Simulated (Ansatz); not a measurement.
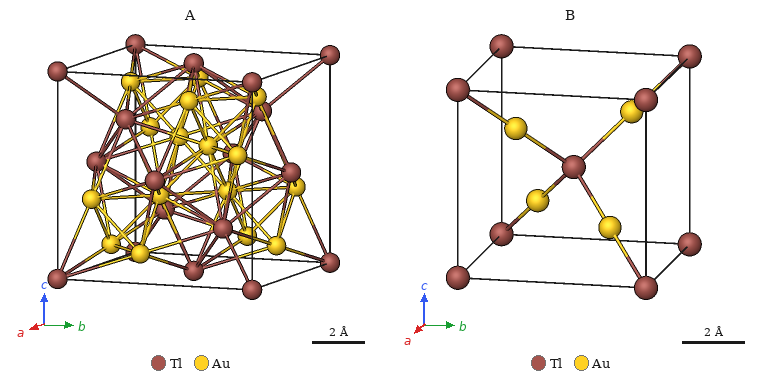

Two structures of TlAu₂, each relaxed to rest (conventional cells in solid outline, small ones repeated, not to one scale). Method: Ansatz 0.2.0, DFT PBE, scalar-relativistic, plane waves, PAW, without spin polarisation.

### Characterise the two forms.

A: cubic Laves phase (C15, MgCu₂ type), Fd-3m. B: cuprite (Cu₂O) type, Pn-3m.

### Which structure wins energetically, and by what margin?

A is lower, by 712 meV/atom at this level of theory (energies at zero smearing). Volumes: A 22.1, B 40.9 Å³/atom.

One or both may be structure types tried for this composition rather than known phases.
